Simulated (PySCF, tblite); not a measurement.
**C4H6P2Si: geometry, infrared bands and NMR shifts**

What infrared bands and NMR shifts should C4H6P2Si (`[SiH3]c1ccpcp1`) show?

Programs: tblite 0.8.0 and PySCF 2.14.0, with density-fitted response routines of our own. Each step states its level of theory. These are calculated values for one molecule in the gas phase, unless marked as measured. Atoms are numbered from 0 throughout.

### 1 The molecule as given

13 atoms, charge 0, multiplicity 1; geometry from: force field or distance geometry start.

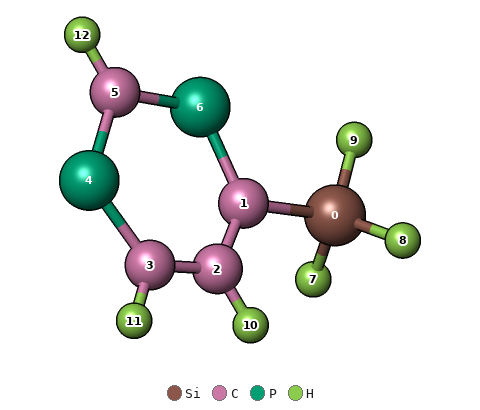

As it starts; silicon brown, carbon pink, phosphorus teal, hydrogen green, atoms numbered.

### 2 Geometry optimisation with GFN2-xTB

What the job is given:

```
{"job": {"kind": "relax", "xc": "GFN2-xTB", "basis": "xTB"}, "charge": 0, "multiplicity": 1}
Si     2.304800     0.247400     0.013600
C      0.445400     0.123000    -0.004400
C     -0.145900    -1.124900    -0.031900
C     -1.515900    -1.302800    -0.053300
P     -2.711400    -0.056800    -0.001100
C     -2.112100     1.584000     0.042000
P     -0.376500     1.640900     0.047200
H      2.748500    -0.371400    -1.241200
H      2.760500    -0.507500     1.199300
H      2.742900     1.630700     0.070200
H      0.496700    -1.984400    -0.062200
H     -1.888700    -2.338900    -0.076300
H     -2.752800     2.461100     0.080500
```

Command:

```sh
$ OMP_NUM_THREADS=1 python probes_run.py task.json out
```

The driver reads the jobs from task.json and runs them one after another.

The program printed:

```text
step      E/eV     max force
  0    -497.81416    2.628
  1    -498.04013    1.463
  2    -498.23563    1.381
  3    -498.31240    1.138
  4    -498.39919    0.996
  5    -498.44721    0.933
  6    -498.47196    0.527
  7    -498.48096    0.208
  8    -498.48409    0.128
  9    -498.48631    0.118
 10    -498.48799    0.115
 11    -498.48941    0.118
 12    -498.49049    0.077
 13    -498.49135    0.092
 14    -498.49208    0.078
 15    -498.49273    0.074
 16    -498.49319    0.051
 17    -498.49346    0.040
 18    -498.49360    0.027
 19    -498.49368    0.021
 20    -498.49375    0.026
 21    -498.49382    0.024
 22    -498.49389    0.025
 23    -498.49394    0.017
 24    -498.49396    0.017
 25    -498.49399    0.019
 26    -498.49404    0.025
 27    -498.49412    0.036
 28    -498.49422    0.033
 29    -498.49428    0.018
 30    -498.49432    0.014
 31    -498.49434    0.016
 32    -498.49436    0.016
 33    -498.49437    0.009
```

Run time: 0.25 s. Hardware: 1 thread of Arm Neoverse V1, shared host.

Relaxation path: (not every step is listed)

| step | energy from step 0 (eV) | largest force (eV/Å) |
| --- | --- | --- |
| 0 | 0.0000 | 2.6277 |
| 1 | -0.2260 | 1.4628 |
| 2 | -0.4215 | 1.3813 |
| 3 | -0.4982 | 1.1380 |
| 4 | -0.5850 | 0.9960 |
| 5 | -0.6330 | 0.9330 |
| 6 | -0.6578 | 0.5272 |
| 7 | -0.6668 | 0.2079 |
| 8 | -0.6699 | 0.1277 |
| 10 | -0.6738 | 0.1145 |
| 12 | -0.6763 | 0.0771 |
| 14 | -0.6779 | 0.0782 |
| 16 | -0.6790 | 0.0508 |
| 18 | -0.6794 | 0.0269 |
| 20 | -0.6796 | 0.0262 |
| 22 | -0.6797 | 0.0252 |
| 24 | -0.6798 | 0.0166 |
| 26 | -0.6799 | 0.0252 |
| 28 | -0.6801 | 0.0331 |
| 29 | -0.6801 | 0.0184 |
| 30 | -0.6802 | 0.0142 |
| 31 | -0.6802 | 0.0162 |
| 32 | -0.6802 | 0.0155 |
| 33 | -0.6802 | 0.0086 |

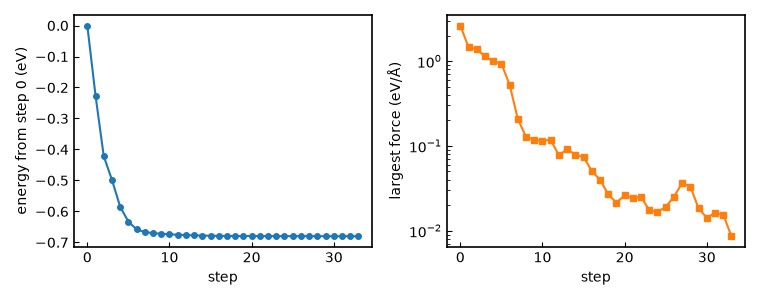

Energy and force, step by step.

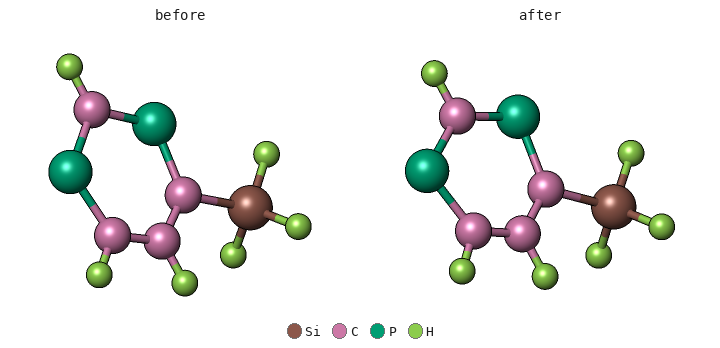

The geometry before (left) and after (right).

Distances of close pairs at the start and the end, largest changes first:

| bond | before (Å) | after (Å) | change (Å) |
| --- | --- | --- | --- |
| Si0–C1 | 1.864 | 1.896 | +0.032 |
| C1–P6 | 1.727 | 1.747 | +0.020 |
| P4–C5 | 1.747 | 1.728 | -0.020 |
| C3–H11 | 1.101 | 1.085 | -0.017 |
| C2–H10 | 1.074 | 1.087 | +0.013 |
| Si0–H8 | 1.478 | 1.466 | -0.011 |
| Si0–H9 | 1.452 | 1.461 | +0.009 |
| C5–P6 | 1.737 | 1.728 | -0.008 |

The end geometry stands in the next job.

### 3 Vibrational analysis with GFN2-xTB

What the job is given:

```
{"job": {"kind": "ir", "xc": "GFN2-xTB", "basis": "xTB"}, "charge": 0, "multiplicity": 1}
Si     2.333695     0.231249     0.007823
C      0.438000     0.217000     0.006543
C     -0.211380    -1.008228    -0.032817
C     -1.569171    -1.255611    -0.042749
P     -2.873490    -0.112260    -0.008133
C     -2.038283     1.399444     0.041223
P     -0.351422     1.774821     0.056423
H      2.808228    -0.418486    -1.217943
H      2.806893    -0.538185     1.162806
H      2.789395     1.617564     0.076345
H      0.431046    -1.884683    -0.060877
H     -1.881238    -2.294035    -0.075024
H     -2.686661     2.271898     0.068652
```

The program printed:

```text
mode    cm-1     km/mol
  1      21.8      0.04
  2      87.7      0.01
  3     174.2      0.12
  4     195.5      0.52
  5     262.0      0.13
  6     289.7      3.91
  7     399.9      0.11
  8     469.7      1.27
  9     517.1     19.28
 10     550.7     35.40
 11     555.3     87.23
 12     691.5     36.23
 13     733.7      1.21
 14     762.4    151.60
 15     768.5     97.39
 16     782.3    180.68
 17     789.3      0.50
 18     792.2    420.37
 19     825.0      2.50
 20     908.0      0.35
 21     956.5     65.62
 22    1003.4     17.45
 23    1174.2      6.06
 24    1221.8      3.28
 25    1310.5      7.89
 26    1389.3      3.08
 27    1469.0     38.41
 28    2234.4    410.05
 29    2239.7    206.80
 30    2283.1    246.34
 31    2985.2     43.45
 32    2988.6     13.74
 33    3022.6     19.40
```

Run time: 0.5 s. Hardware: 1 thread of Arm Neoverse V1, shared host.

The strongest bands and the atoms that carry them (share of the mass-weighted mode):

| cm⁻¹ | km/mol | atoms |
| --- | --- | --- |
| 555 | 87.2 | H7 32 %, H8 32 %, C1 17 % |
| 762 | 151.6 | H9 58 %, H8 20 %, H7 18 % |
| 768 | 97.4 | C5 42 %, P6 18 % |
| 782 | 180.7 | H7 35 %, H8 33 %, H9 17 % |
| 792 | 420.4 | H8 37 %, H7 37 %, H9 11 % |
| 2234 | 410.1 | H8 50 %, H7 45 % |
| 2240 | 206.8 | H7 51 %, H8 46 % |
| 2283 | 246.3 | H9 96 % |

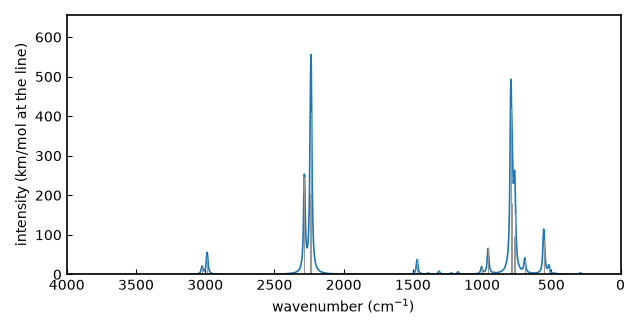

The infrared spectrum from these modes, unscaled. Lines are broadened to a width of 14 cm⁻¹ (Lorentzian).

### 4 NMR shieldings: PBE0/pcSseg-1

Same as in step 3 but for these lines:

```diff
@@ -1,2 +1,2 @@
-{"job": {"kind": "ir", "xc": "GFN2-xTB", "basis": "xTB"}, "charge": 0, "multiplicity": 1}
+{"job": {"kind": "nmr", "xc": "PBE0", "basis": "pcSseg-1"}, "charge": 0, "multiplicity": 1}
 Si     2.333695     0.231249     0.007823
```

Level: GIAO PBE0/pcSseg-1 NMR shielding, non-relativistic, gas phase.

The program printed:

```text
coarse grid: 12936 points
cycle   1  E = -1127.4983229727  dE =  8.866e-01  |g| = 3.459e-01  |ddm| = 3.839e+00
cycle   2  E = -1127.4613577597  dE =  3.697e-02  |g| = 4.908e-01  |ddm| = 7.901e-01
cycle   3  E = -1127.5272282991  dE = -6.587e-02  |g| = 6.787e-02  |ddm| = 6.242e-01
cycle   4  E = -1127.5281512278  dE = -9.229e-04  |g| = 4.399e-02  |ddm| = 1.520e-01
cycle   5  E = -1127.5287323939  dE = -5.812e-04  |g| = 1.130e-02  |ddm| = 5.571e-02
cycle   6  E = -1127.5287660801  dE = -3.369e-05  |g| = 3.145e-03  |ddm| = 1.427e-02
cycle   7  E = -1127.5287682694  dE = -2.189e-06  |g| = 1.100e-03  |ddm| = 4.069e-03
final grid: 112848 points
cycle   8  E = -1127.5713514168  dE = -1.263e-05  |g| = 8.614e-03  |ddm| = 2.799e-02
cycle   9  E = -1127.5713071450  dE =  4.427e-05  |g| = 1.494e-02  |ddm| = 2.521e-02
cycle  10  E = -1127.5713719615  dE = -6.482e-05  |g| = 1.388e-03  |ddm| = 1.844e-02
cycle  11  E = -1127.5713725031  dE = -5.416e-07  |g| = 4.625e-04  |ddm| = 1.943e-03
cycle  12  E = -1127.5713725656  dE = -6.250e-08  |g| = 9.087e-05  |ddm| = 5.799e-04
cycle  13  E = -1127.5713725674  dE = -1.790e-09  |g| = 5.028e-05  |ddm| = 1.694e-04
cycle  14  E = -1127.5713725681  dE = -6.803e-10  |g| = 1.279e-05  |ddm| = 6.512e-05
converged SCF energy = -1127.5713725681

GIAO shielding tensors (ppm)
atom      isotropic    diamagn.    paramagn.     s11        s22        s33       span
  0 Si     413.584     880.467    -466.882    371.116    406.572    463.065     91.948
  1 C       19.099     267.499    -248.399   -134.919     -9.833    202.050    336.969
  2 C       43.350     253.643    -210.294    -75.210     24.032    181.227    256.437
  3 C       28.174     261.223    -233.049   -133.161     32.370    185.312    318.473
  4 P       53.374     966.693    -913.319   -295.068    -95.880    551.070    846.138
  5 C       -9.248     266.693    -275.941   -238.468     17.218    193.505    431.973
  6 P       24.126     968.579    -944.453   -309.876   -129.356    511.610    821.486
  7 H       26.867      28.810      -1.943     23.372     25.377     31.851      8.479
  8 H       26.871      28.831      -1.960     23.327     25.446     31.839      8.513
  9 H       26.910      28.650      -1.740     23.048     26.338     31.345      8.297
 10 H       22.939      32.710      -9.771     16.875     22.904     29.037     12.163
 11 H       22.345      30.296      -7.951     19.983     20.084     26.968      6.985
 12 H       20.671      29.959      -9.288     14.205     20.918     26.890     12.685
```

Run time: 30 s. Hardware: 1 thread of Arm Neoverse V1, shared host; peak memory 0.77 GiB.

The references, computed at this level on geometries of the same kind, shield at (ppm): 1H TMS 31.72, 13C TMS 186.9, 29Si TMS 349.2, 31P H3PO4 318.4. Their shielding less the atom's gives the shift. The references are single molecules in the gas phase, so shifts against H2O, NH3, PH3, H3PO4 or CFCl3 are not on the usual liquid scales and can be off by tens of ppm. Atoms listed in one row are averaged.

| atoms | environment | σ (ppm) | δ (ppm) | δ scaled to CDCl3 |
| --- | --- | --- | --- | --- |
| C5 | aromatic CH | -9.2 | 196.2 | 189.6 |
| C1 | substituted aromatic carbon | 19.1 | 167.8 | 161.9 |
| C3 | aromatic CH | 28.2 | 158.8 | 153.0 |
| C2 | aromatic CH | 43.3 | 143.6 | 138.2 |
| H12 | hydrogen on an aromatic CH | 20.67 | 11.05 | 10.52 |
| H11 | hydrogen on an aromatic CH | 22.35 | 9.37 | 8.94 |
| H10 | hydrogen on an aromatic CH | 22.94 | 8.78 | 8.38 |
| H7, H8, H9 | hydrogen on a silicon bonded to C | 26.88 | 4.83 | – |
| Si0 | silicon bonded to C, 3 H | 413.6 | -64.4 | – |
| P6 | phosphorus bonded to 2 C, in a 6-membered ring | 24.1 | 294.2 | – |
| P4 | phosphorus bonded to 2 C, in a 6-membered ring | 53.4 | 265.0 | – |

The scaled column applies a straight-line fit of computed shieldings to shifts measured in CDCl3 (root-mean-square error 0.16 ppm for H, 1.9 ppm for C).

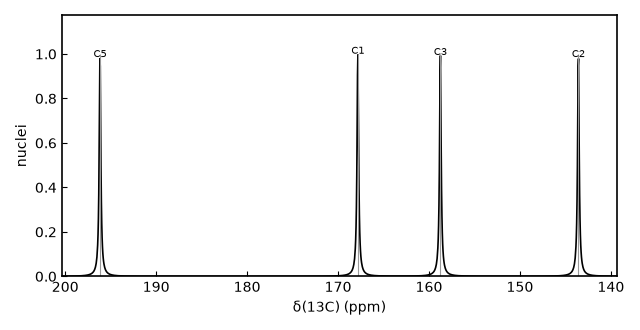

13C lines at the computed shifts, without couplings. Lines are broadened to a width of 0.21 ppm (Lorentzian).

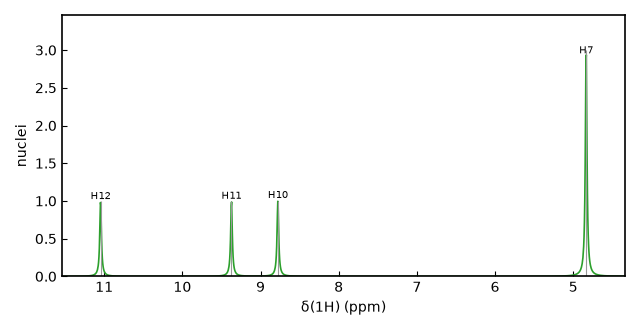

1H lines at the computed shifts, without couplings. Lines are broadened to a width of 0.02 ppm (Lorentzian).

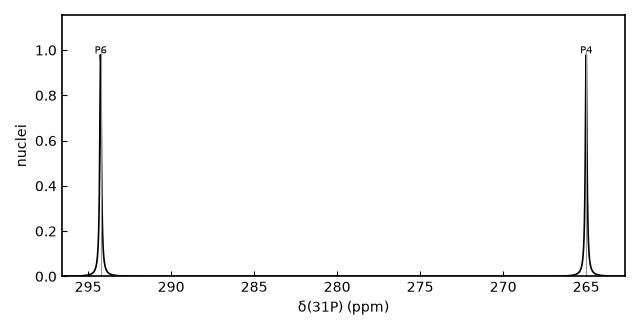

31P lines at the computed shifts, without couplings. Lines are broadened to a width of 0.12 ppm (Lorentzian).

The run also stored atomic charges by several schemes (e):

| atoms | Mulliken | IAO | Hirshfeld | ESP fit |
| --- | --- | --- | --- | --- |
| Si0 | 0.58 | 0.61 | 0.30 | 0.35 |
| C1 | -0.72 | -0.49 | -0.14 | 0.29 |
| C2 | 0.00 | -0.10 | -0.03 | -0.61 |
| C3 | -0.38 | -0.38 | -0.10 | 0.25 |
| P4 | 0.49 | 0.43 | 0.12 | -0.25 |
| C5 | -0.70 | -0.63 | -0.17 | 0.14 |
| P6 | 0.52 | 0.42 | 0.11 | -0.28 |

Mulliken charges:

Si0 0.58; C1 -0.72; C2 0.00; C3 -0.38; P4 0.49; C5 -0.70; P6 0.52; H7 -0.07; H8 -0.07; H9 -0.08; H10 0.11; H11 0.14; H12 0.18

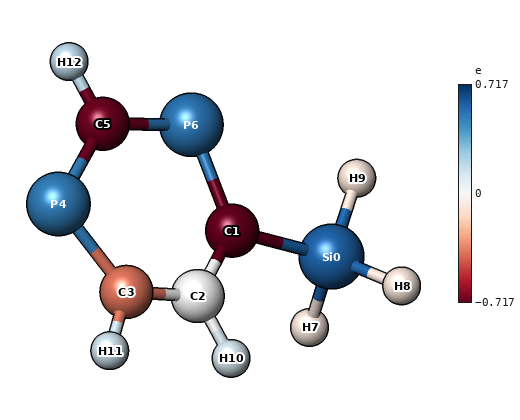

Mulliken charges, as colours on the atoms.

Mayer bond orders: Si0–C1 0.85, C1–C2 1.42, C2–C3 1.49, C3–P4 1.30, P4–C5 1.32, C5–P6 1.32, P6–C1 1.30.

Ring of atoms C1, C2, C3, P4, C5, P6: NICS(0) -5.7, NICS(1) -9.7, NICS(1)zz -24.3 ppm (means of both faces).

Orbitals, density, ELF and potential are computed afterwards from the orbital file.

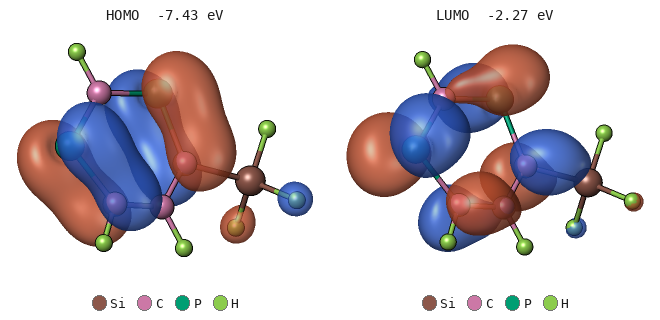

Frontier orbitals at PBE0/pcSseg-1; each surface holds 70 % of the orbital's density, blue and red mark the sign.

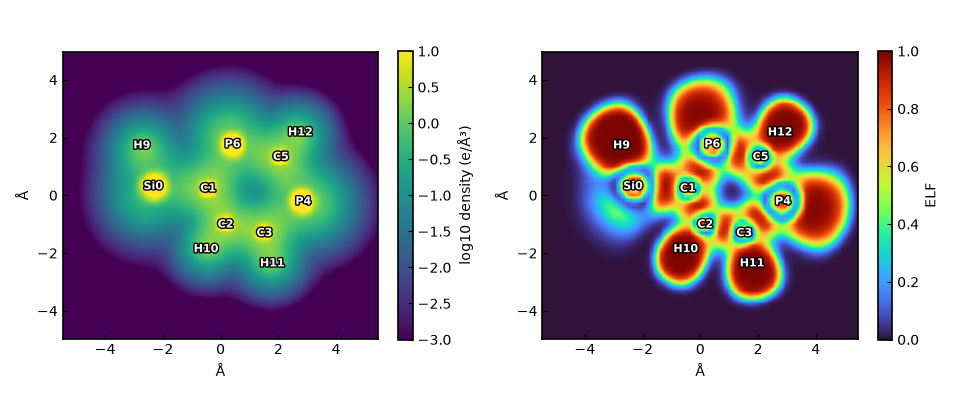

Density (left) and ELF (right) in a plane through or near 11 of the atoms.

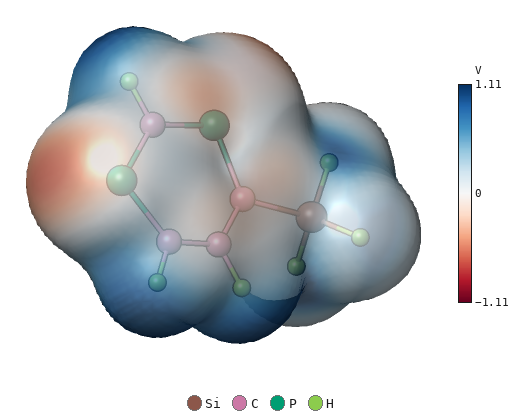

The potential that a unit positive charge feels on the 0.002 e/bohr³ surface, from the 1st to the 99th percentile, from -0.62 V near P6 to 1.11 V near H10.

### 5 Outcome

| quantity | value |
| --- | --- |
| strongest single infrared mode (GFN2-xTB) | 792 cm⁻¹, 420 km/mol |
| zero-point energy (GFN2-xTB) | 49.8 kcal/mol |
| 13C shifts against TMS (PBE0/pcSseg-1) | 196.2, 167.8, 158.8, 143.6 ppm |
| 1H shifts against TMS (PBE0/pcSseg-1, means over atoms taken as alike) | 11.05, 9.37, 8.78, 4.83 ppm |
| 29Si shifts against TMS (PBE0/pcSseg-1) | -64.4 ppm |
| 31P shifts against H3PO4 (PBE0/pcSseg-1) | 294.2, 265.0 ppm |
| surface potential, 1st and 99th percentile | -0.62 V and 1.11 V |

The optimisation took 33 steps and gained 0.680 eV; among the close pairs (by a distance rule), Si0–C1 changed most, from 1.864 to 1.896 Å. No mode is imaginary among the 33: a minimum at this level. GFN2-xTB is a fitted tight-binding method: band positions and strengths are rough. Its intensities can rank the bands wrongly. NICS(1)zz of -24 ppm above the planar ring from C1 marks a diatropic (aromatic) ring current. At PBE0/pcSseg-1, counted by nearest atom on the grid, the HOMO lies on C1, C3 about 22 % each; P4, P6 about 22 % each, the LUMO on P4 31 %; C1 21 %.
